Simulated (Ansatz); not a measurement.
The run's input:

```
crystal:
  periodic: [false, false, false]
  atoms:
    - {symbol: S, position_ang: [-1.568145, 0.438605, 1.202734]}
    - {symbol: Si, position_ang: [0.019370, 0.025112, -0.125642]}
    - {symbol: S, position_ang: [1.387351, -1.109540, 1.013206]}
    - {symbol: Cl, position_ang: [-0.551798, -1.036610, -1.777366]}
    - {symbol: Cl, position_ang: [0.800599, 1.776870, -0.834662]}
    - {symbol: H, position_ang: [-1.937957, 1.550395, 0.543512]}
    - {symbol: H, position_ang: [1.911880, -1.712831, -0.067681]}
basis:
  gaussian: {orbitals: def2-TZVPP}
hamiltonian: {xc: {name: revPBE}, dispersion: d4}
output: {orbitals: {seedname: orbitals}}
```

Command:
```bash
ansatz run in.yaml --threads 4 --pin off --events-out ev --progress --plain --max-ram 10444MiB
```

Kohn-Sham orbital energies near the frontier, revPBE/def2-TZVPP with the Ansatz code, at a PBE0-D4/def2-TZVP geometry (a minimum by its frequencies), isolated molecule; empty levels in grey, levels within 0.03 eV side by side.

### Where do the frontier orbitals lie?

HOMO at −6.75 eV, LUMO at −1.57 eV, 5.18 eV apart.

### List the levels.

| orbital | energy (eV) |
| --- | --- |
| LUMO+5 | 0.38 |
| LUMO+4 | −0.02 |
| LUMO+3 | −0.22 |
| LUMO+2 | −0.70 |
| LUMO+1 | −0.90 |
| LUMO | −1.57 |
| HOMO | −6.75 |
| HOMO−1 | −6.86 |
| HOMO−2 | −7.83 |
| HOMO−3 | −8.00 |
| HOMO−4 | −8.27 |

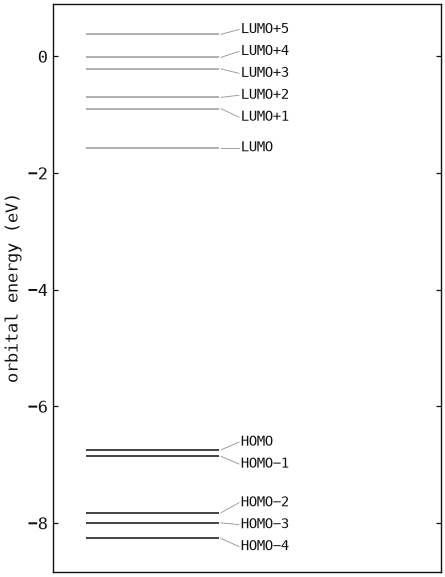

Known limits of this run: empty levels above zero depend strongly on the basis.
